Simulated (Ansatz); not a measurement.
**NiPt: how the settings move a single-point run**

How sensitive is a single-point run of NiPt to its settings? A reference run comes first, then one run with altered input.

Method: reference: DFT, PBEsol, PAW with Ansatz's default frozen-core files, scalar-relativistic, in Ansatz 0.2.0.

## Step 1: The structure to begin with

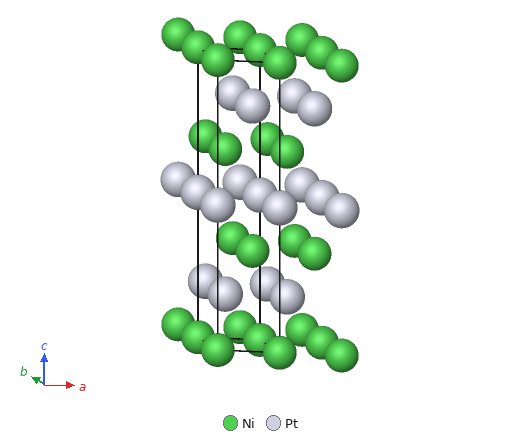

The starting structure, seen slightly off an axis (nickel green, platinum light grey). 2×2×1 cells are drawn. Atoms on the faces are drawn again on the opposite ones. The cell drawn here is the conventional one.

As a file:

```xyz
2
Lattice="1.3536 0.7815 4.2296 -1.3536 0.7815 4.2296 0.0000 -1.5630 4.2296" Properties=species:S:1:pos:R:3 pbc="T T T"
Ni    0.0000    0.0000    0.0000
Pt    0.0000    0.0000    6.3445
```

## Step 2: Reference

input.yaml

```yaml
crystal:
  lattice:
    - [1.3535998424, 0.7815012334, 4.2296453483]
    - [-1.3535998424, 0.7815012334, 4.2296453483]
    - [0.0, -1.5630024668, 4.2296453483]
  atoms:
    - { symbol: Ni, position: [0.0, 0.0, 0.0], spin: 0.8, spin_axis: [-1.0, 0.0, 0.0] }
    - { symbol: Pt, position: [0.5, 0.5, 0.5], spin: 0.2, spin_axis: [-1.0, 0.0, 0.0] }
magnetization:
  noncollinear: true
  spin_spiral: { q: [0.0, 0.0, 0.0] }
kpoints:
  mp_grid: { grid: [12, 12, 12] }
scf:
  occupations: { method: fermi_dirac, width: 0.05 }
  lower_state_search: "off"
hamiltonian:
  xc: pbesol
  pseudopotentials: { kind: paw }
output:
  eigenvalues: false
```

Command:

```console
ansatz run input.yaml --threads 2 --pin off --max-ram 5120MiB --backend cpu --events-out ev --progress --plain --runs-dir out
```

The main lines of its log:

```text
[...]
Basis set: ecut = 420 eV, 537 PW (Γ), FFT grids on a1−a3, a2−a3, a3
[...]
k-points: 189 of 1728
[...]
SCF iter   1: F=—  HF=-18192.370090 eV  |F-HF|=—  |Δ(HF+E_count)|=         —  Δρ=3.00e-1  dr2=3.22e1  dr2_m=8.16e-1  ethr=3.10e-3  |M|=2.86e-1 ∫|m|=3.09e-1 μB  |m|>n=0.0e0 m-floor=0.0e0 τ_xc=4.9e-16 mc-row=0.0e0  β_m=0.30  ⟨swp⟩=5.5  Hψ=26662  notcnv=0  defer=
preconditioner: auto → Kerker (q_TF=auto, 2.865 Å⁻¹)  [metal: Δε(μ)=0.007 eV  Ē_g=9.198 eV  σ=0.050 eV  W_gap=0.03  n_scr=14 (ndim 8)  ℏωp=32.1 eV  f_vac=0.000  D(μ)=2.20/eV (n_scr^D=28)]
[...]
SCF iter   2: F=—  HF=-18189.652535 eV  |F-HF|=—  |Δ(HF+E_count)|=    2.72e0  Δρ=1.49e-1  dr2=2.97e0  dr2_m=5.87e-2  ethr=3.10e-3  |M|=8.27e-1 ∫|m|=8.53e-1 μB  |m|>n=0.0e0 m-floor=0.0e0 τ_xc=3.0e-11 mc-row=0.0e0  β_m=0.30  ⟨swp⟩=3.2  Hψ=18832  notcnv=0  defer=
[...]
SCF iter  17: F=—  HF=-18188.872482 eV  |F-HF|=—  |Δ(HF+E_count)|=   9.52e-9  Δρ=4.35e-5  dr2=4.87e-7  dr2_m=2.20e-8  ethr=5.01e-10  |M|=9.55e-1 ∫|m|=1.06e0 μB  |m|>n=0.0e0 m-floor=0.0e0 τ_xc=3.8e-10 mc-row=0.0e0  β_m=0.77  ⟨swp⟩=1.0  Hψ=8000  notcnv=0  defer=
SCF iter  18: F=-18188.872482 eV  HF=-18188.872482 eV  |F-HF|=8.00e-11  |Δ(HF+E_count)|=   2.84e-8  Δρ=1.95e-6  dr2=1.41e-10  dr2_m=2.35e-10  ethr=2.78e-10  |M|=9.55e-1 ∫|m|=1.06e0 μB  |m|>n=0.0e0 m-floor=0.0e0 τ_xc=3.1e-10 mc-row=0.0e0  ⟨swp⟩=1.5  Hψ=18012  n
[...]
SCF converged after 18 iterations
Magnetization: |M| = 0.9548 μB,  M = (-0.9548, +0.0000, +0.0000) μB
[...]
Free energy (F): -18188.872482 eV
[...]
E sigma→0 (E₀):  -18188.860161 eV
[...]
Fermi energy:    20.274369 eV
[...]
```

Wall time 30 s (2 threads of Intel Xeon 6975P-C (Granite Rapids), shared host); peak memory 0.67 GiB.

## Step 3: Changing settings: noncollinear_xc locally_collinear

input.yaml: that of step 2 with these lines changed.

```diff
@@ -19,2 +19,3 @@
   pseudopotentials: { kind: paw }
+  noncollinear_xc: locally_collinear
 output:
```

Command:

```console
ansatz run input.yaml --threads 2 --pin off --max-ram 5120MiB --backend cpu --events-out ev --progress --plain --runs-dir out
```

Output:

```text
settings of this run that can trade accuracy for cost: output.eigenvalues: false. Do not mix this run's numbers with those of runs without the same settings; the input reference describes each key
Engine: ansatz 0.2.0
Pseudopotentials: kind: paw
Pseudopotential: Ni, paw, valence charge 18, recommended cutoff 420 eV (normal)
Pseudopotential: Pt, paw, valence charge 18, recommended cutoff 420 eV (normal)
Functional definition: PBEsol
  exchange = pbesol_x
  correlation = pbesol_c
Crystal: 2 atoms, lattice volume = 26.846 Å³
Basis set: ecut = 420 eV, 537 PW (Γ)
Bands: 44, of which v1, the nominal top of the filled ones, is band 36 counted from 1 (35 counted from 0)
Symmetry: 12 space group operations
k-points: 189 of 1728
Spin spiral: q = (0, 0, 0) of the reciprocal vectors; moments are told in the frame that turns with it, a site's in that at the site
Non-local potential: Ni, projectors of the file, l = 0: 3, l = 1: 2, l = 2: 3, l = 3: 1
Non-local potential: Pt, projectors of the file, l = 0: 3, l = 1: 2, l = 2: 2, l = 3: 1
PAW form: soft (Blöchl's): semilocal exchange-correlation on the pseudo side does not see the compensation charge
PAW frozen core: Ni, regenerated for the run's functional, and the local potential with it (the file was generated under x = pbe(κ = 0.804, μ = 0.2195149727645171), c = pbe(β = 0.06672455060314922))
PAW frozen core: Pt, regenerated for the run's functional, and the local potential with it (the file was generated under x = pbe(κ = 0.804, μ = 0.2195149727645171), c = pbe(β = 0.06672455060314922))
PAW one-centre angular grid: Ni, 590 points (default); XC on its mesh's 2655 points in the sphere
PAW one-centre angular grid: Pt, 590 points (default); XC on its mesh's 2885 points in the sphere
Initial density: superposition of atomic densities (chi_scale 0.1, normalization cell)
Starting moments: Σ|m| = 1 μB on 2 of 2 sites
Initial wavefunctions: pseudopotential atomic-orbital guess
Functional: x = pbesol(κ = 0.804, μ = 0.12345679012345678), c = pbesol(β = 0.046)
SCF iter   1: F=—  HF=-18192.370051 eV  |F-HF|=—  |Δ(HF+E_count)|=         —  Δρ=3.00e-1  dr2=3.22e1  dr2_m=8.16e-1  ethr=3.10e-3  |M|=2.86e-1 ∫|m|=3.10e-1 μB  |m|>n=0.0e0 m-floor=0.0e0 τ_xc=3.0e-33  β_m=0.30  ⟨swp⟩=5.5  Hψ=26702  notcnv=0  defer=75
preconditioner: auto → Kerker (q_TF=auto, 2.865 Å⁻¹)  [metal: Δε(μ)=0.007 eV  Ē_g=9.198 eV  σ=0.050 eV  W_gap=0.03  n_scr=14 (ndim 8)  ℏωp=32.1 eV  f_vac=0.000  D(μ)=2.20/eV (n_scr^D=28)]
spin=Noncollinear: Kerker preconditioning applied to the charge; magnetization (m_x, m_y, m_z) channels mix plain (no charge-response kernel on spin).
SCF iter   2: F=—  HF=-18189.652510 eV  |F-HF|=—  |Δ(HF+E_count)|=    2.72e0  Δρ=1.49e-1  dr2=2.97e0  dr2_m=5.87e-2  ethr=3.10e-3  |M|=8.27e-1 ∫|m|=8.53e-1 μB  |m|>n=0.0e0 m-floor=0.0e0 τ_xc=1.7e-25  β_m=0.30  ⟨swp⟩=3.1  Hψ=18824  notcnv=0  defer=347
SCF iter   3: F=—  HF=-18189.161636 eV  |F-HF|=—  |Δ(HF+E_count)|=   4.91e-1  Δρ=7.93e-2  dr2=3.04e0  dr2_m=8.63e-2  ethr=3.10e-3  |M|=5.40e-1 ∫|m|=5.80e-1 μB  |m|>n=0.0e0 m-floor=0.0e0 τ_xc=1.9e-25  β_m=0.30  ⟨swp⟩=2.4  Hψ=17265  notcnv=0  defer=284
SCF iter   4: F=—  HF=-18188.900051 eV  |F-HF|=—  |Δ(HF+E_count)|=   2.62e-1  Δρ=7.00e-2  dr2=1.09e0  dr2_m=1.88e-1  ethr=3.10e-3  |M|=9.21e-1 ∫|m|=9.60e-1 μB  |m|>n=0.0e0 m-floor=0.0e0 τ_xc=1.1e-25  β_m=0.30  ⟨swp⟩=2.4  Hψ=12870  notcnv=0  defer=313
SCF iter   5: F=—  HF=-18188.907894 eV  |F-HF|=—  |Δ(HF+E_count)|=   7.84e-3  Δρ=4.48e-2  dr2=6.92e-1  dr2_m=5.34e-3  ethr=3.03e-3  |M|=7.23e-1 ∫|m|=7.72e-1 μB  |m|>n=0.0e0 m-floor=0.0e0 τ_xc=5.5e-25  β_m=0.30  ⟨swp⟩=2.0  Hψ=10629  notcnv=0  defer=317
SCF iter   6: F=—  HF=-18188.862806 eV  |F-HF|=—  |Δ(HF+E_count)|=   4.51e-2  Δρ=1.99e-2  dr2=2.80e-2  dr2_m=2.45e-2  ethr=1.92e-3  |M|=8.32e-1 ∫|m|=8.85e-1 μB  |m|>n=0.0e0 m-floor=0.0e0 τ_xc=2.1e-24  β_m=1.00  ⟨swp⟩=2.0  Hψ=9033  notcnv=0  defer=317
SCF iter   7: F=—  HF=-18188.859514 eV  |F-HF|=—  |Δ(HF+E_count)|=   3.29e-3  Δρ=1.08e-2  dr2=8.25e-4  dr2_m=7.22e-3  ethr=7.78e-5  |M|=8.83e-1 ∫|m|=9.48e-1 μB  |m|>n=0.0e0 m-floor=0.0e0 τ_xc=1.4e-23  β_m=1.00  ⟨swp⟩=2.0  Hψ=10174  notcnv=0  defer=322
SCF iter   8: F=—  HF=-18188.859699 eV  |F-HF|=—  |Δ(HF+E_count)|=   1.85e-4  Δρ=4.30e-3  dr2=1.18e-4  dr2_m=1.14e-3  ethr=2.29e-6  |M|=9.02e-1 ∫|m|=9.75e-1 μB  |m|>n=0.0e0 m-floor=0.0e0 τ_xc=5.4e-23  β_m=1.00  ⟨swp⟩=2.0  Hψ=15555  notcnv=0  defer=322
SCF iter   9: F=—  HF=-18188.863071 eV  |F-HF|=—  |Δ(HF+E_count)|=   3.37e-3  Δρ=3.09e-3  dr2=2.27e-4  dr2_m=5.86e-4  ethr=3.28e-7  |M|=9.16e-1 ∫|m|=9.93e-1 μB  |m|>n=0.0e0 m-floor=0.0e0 τ_xc=5.7e-23  β_m=0.30  ⟨swp⟩=2.0  Hψ=14889  notcnv=0  defer=322
Mixer restart at iter 9: flushing history
spin-set hold released at iteration 9 (site moments contracting): the magnetisation degrees of freedom join the quasi-Newton model from the next iteration; the mixer history was flushed
[... 45 lines left out ...]
SCF iter  37: F=-18188.872011 eV  HF=-18188.872011 eV  |F-HF|=5.43e-7  |Δ(HF+E_count)|=   3.32e-7  Δρ=8.27e-6  dr2=2.57e-9  dr2_m=5.63e-9  ethr=1.77e-12  |M|=9.54e-1 ∫|m|=1.05e0 μB  |m|>n=0.0e0 m-floor=0.0e0 τ_xc=6.3e-22  β_m=0.28  ⟨swp⟩=2.0  Hψ=33422  notcnv=0
iter 38 did not close the SCF: its close was put off for a magnetic moment that had not settled (scf_convergence_deferred on its scf_iter line)
SCF iter  38: F=-18188.872011 eV  HF=-18188.872012 eV  |F-HF|=1.17e-6  |Δ(HF+E_count)|=   2.70e-7  Δρ=2.00e-5  dr2=9.23e-9  dr2_m=2.98e-8  ethr=1.77e-12  |M|=9.54e-1 ∫|m|=1.05e0 μB  |m|>n=0.0e0 m-floor=0.0e0 τ_xc=1.0e-21  β_m=0.25  ⟨swp⟩=2.0  Hψ=35072  notcnv=0  recentre
iter 39 did not close the SCF: its close was put off for a magnetic moment that had not settled (scf_convergence_deferred on its scf_iter line)
SCF iter  39: F=-18188.872011 eV  HF=-18188.872012 eV  |F-HF|=1.03e-6  |Δ(HF+E_count)|=   1.25e-7  Δρ=1.45e-5  dr2=6.64e-10  dr2_m=1.72e-8  ethr=1.77e-12  |M|=9.54e-1 ∫|m|=1.05e0 μB  |m|>n=0.0e0 m-floor=0.0e0 τ_xc=1.4e-21  β_m=0.19  ⟨swp⟩=1.8  Hψ=35005  notcnv=0
iter 40 did not close the SCF: its close was put off for a magnetic moment that had not settled (scf_convergence_deferred on its scf_iter line)
SCF iter  40: F=-18188.872011 eV  HF=-18188.872012 eV  |F-HF|=1.06e-6  |Δ(HF+E_count)|=   9.90e-9  Δρ=1.28e-5  dr2=1.96e-9  dr2_m=1.93e-8  ethr=1.77e-12  |M|=9.54e-1 ∫|m|=1.05e0 μB  |m|>n=0.0e0 m-floor=0.0e0 τ_xc=1.4e-21  β_m=0.12  ⟨swp⟩=2.0  Hψ=34466  notcnv=0
iter 41 did not close the SCF: its close was put off for a magnetic moment that had not settled (scf_convergence_deferred on its scf_iter line)
SCF iter  41: F=-18188.872011 eV  HF=-18188.872011 eV  |F-HF|=3.50e-7  |Δ(HF+E_count)|=   1.54e-7  Δρ=8.39e-6  dr2=5.29e-10  dr2_m=5.67e-9  ethr=1.77e-12  |M|=9.54e-1 ∫|m|=1.05e0 μB  |m|>n=0.0e0 m-floor=0.0e0 τ_xc=4.9e-22  β_m=0.15  ⟨swp⟩=1.7  Hψ=30445  notcnv=0
SCF iter  42: F=-18188.872011 eV  HF=-18188.872011 eV  |F-HF|=3.86e-7  |Δ(HF+E_count)|=   1.84e-8  Δρ=6.70e-6  dr2=4.96e-10  dr2_m=3.96e-9  ethr=1.47e-12  |M|=9.54e-1 ∫|m|=1.05e0 μB  |m|>n=0.0e0 m-floor=0.0e0 τ_xc=5.3e-22  ⟨swp⟩=1.5  Hψ=32347  notcnv=0
SCF 1 converged in 42 iterations: F = -18188.872011 eV  dr2 = 4.96e-10
SCF converged after 42 iterations
Stability not checked: this state was not tested for a lower state beside it, because this non-collinear magnet's GGA is evaluated by the locally collinear projection, under which the energy is not smooth in the magnetisation (locally_collinear_gga; see scf.lower_state_search)
Magnetization: |M| = 0.9541 μB,  M = (-0.9541, -0.0000, +0.0000) μB
Absolute magnetization: 1.0532 μB (∫|m|, with the PAW one-centre terms)
  site 0: m = (-0.7795, -0.0000, +0.0000) μB, |m| = 0.7795 μB  (R = 1.08 Å)
  site 1: m = (-0.2163, +0.0000, +0.0000) μB, |m| = 0.2163 μB  (R = 1.08 Å)
Free energy (F): -18188.872011 eV
Harris-Foulkes:  -18188.872011 eV  (|F-HF|=3.86e-7)
Internal energy: -18188.847329 eV  (E = F + TS)
E sigma→0 (E₀):  -18188.859670 eV
Entropy (-TS):   -0.024682 eV (-12.341 meV/atom)
Fermi energy:    20.273722 eV
--- Per-component energies (eV) ---
  E_band       = -429.666128
  E_kinetic    = 919.260231
  E_local      = -5087.471941  (includes V_loc(G=0)·N_el)
  E_nonlocal   = 842.250336
  E_hartree    = 2063.043004
  E_xc         = -344.160844
  E_vxc        = -410.860430  (∫ρ·V_xc dr)
  E_paw        = -10913.631384  (= ΣΔE_a)
  E_vpaw       = -818.930131  (= ΣTr[D̂ρ^β])
  E_aug_tail   = 0.000669  (compensation charges beyond the density's cutoff)
  E_ewald      = -5668.621671
  E_core_change = 0.484270  (= ΣΔE_core)
  E_smearing   = -0.024682  (= −TS)
  E_closure    = -0.000000  (closes the sum)
  Σ components = -18188.872011   (vs F -18188.872011, Δ=0.00e0)
settings of this run that can trade accuracy for cost: output.eigenvalues: false. Do not mix this run's numbers with those of runs without the same settings; the input reference describes each key
```

It took 2.8 min on 2 threads of Intel Xeon 6975P-C (Granite Rapids), shared host; peak memory 0.75 GiB.

After a change of non-collinear form of the functional the difference of the totals has no physical meaning; pressure, gap, moments and forces, where computed, barely move. Cost: 42 SCF cycles against 18, 2.8 min against 30 s.

## Step 4: Comparison

```csv
run,ending,energy change,abs. moment (μB),cycles,time
reference,converged,-,1.06,18,30 s
1: noncollinear_xc locally_collinear,converged,not comparable,1.05,42,2.8 min
```

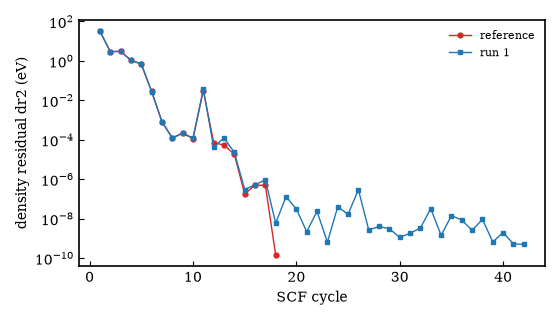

Residual by cycle in the longest SCF loop of each run; runs are numbered as in the table.

What this shows: Total energies don't compare across a change of non-collinear form of the functional; pressure, gap, moments and forces, where computed, barely move. Cost: 42 SCF cycles against 18, 2.8 min against 30 s.
